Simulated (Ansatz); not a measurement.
Input file:

```
crystal:
  periodic: [false, false, false]
  atoms:
    - {symbol: Si, position_ang: [-0.977558, -0.204339, -0.496941]}
    - {symbol: F, position_ang: [2.406010, 0.926787, -0.384286]}
    - {symbol: H, position_ang: [-0.439911, -1.070601, -1.571068]}
    - {symbol: H, position_ang: [-2.264566, -0.773779, -0.011746]}
    - {symbol: H, position_ang: [-1.210811, 1.176526, -0.978632]}
    - {symbol: H, position_ang: [1.637687, 0.551105, 0.040878]}
    - {symbol: N, position_ang: [0.252750, -0.111011, 0.749953]}
    - {symbol: H, position_ang: [0.556423, -1.000049, 1.127567]}
    - {symbol: H, position_ang: [0.039976, 0.505460, 1.524475]}
basis:
  gaussian: {orbitals: def2-TZVPP}
hamiltonian: {xc: pbe0, dispersion: d4}
output: {orbitals: {seedname: orbitals}}
```

Launched as:

```sh
ansatz run in.yaml --threads 2 --pin off --events-out ev --progress --plain --max-ram 4352MiB
```

The product side of a reaction path; geometry: PBE0-D4/def2-TZVP.

The calculation used RKS PBE0-D4/def2-TZVPP (Ansatz).

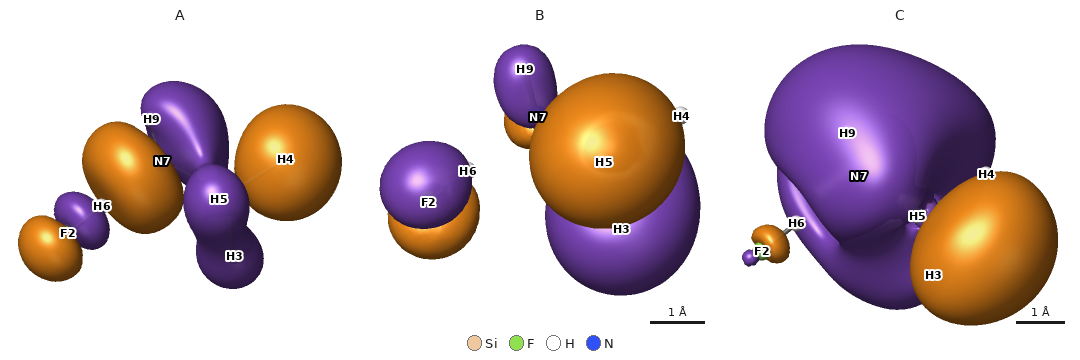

H$_{5}$NSi···HF. Three frontier orbitals at ±0.06 Å⁻³ᐟ² (orange and purple are the two phases), in no order.

Q: Order the three orbitals by energy and name them.

A: B is the HOMO−1 (−10.09 eV). It lies mainly on Si1 (about 35 %), H3 (about 25 %), H5 (about 25 %) and F2 (about 15 %). A is the HOMO (−8.64 eV). Its weight (Hirshfeld) is mainly on N7 (about 50 %), Si1 (about 15 %), H4 (about 15 %) and F2 (about 10 %). C is the LUMO (−0.26 eV). It lies mainly on Si1 (about 45 %), H8 (about 15 %), H9 (about 15 %) and N7 (about 10 %).

Q: What is the HOMO–LUMO gap?

A: 8.38 eV between the orbital energies.
